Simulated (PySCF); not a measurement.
H3Ge, SMILES [GeH3], doublet, PBE0/def2-SVP optimised geometry. Atoms within 1.6 Å of the plane z = 1.0 Å (x, y, z in Å): Ge1 (-0.49, -0.32, 0.00), H3 (-1.05, 1.12, 0.00), H4 (1.05, -0.32, 0.00).

Computed with unrestricted PBE0/def2-TZVP in PySCF.

Map of the Laplacian of the electron density (e/bohr⁵) on the plane z = 1.0 Å:

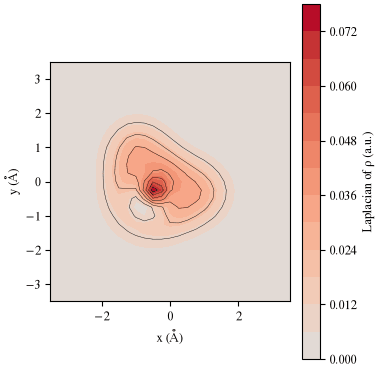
Fig. 1. Laplacian of the electron density (e/bohr⁵) on the plane z = 1.0 Å.
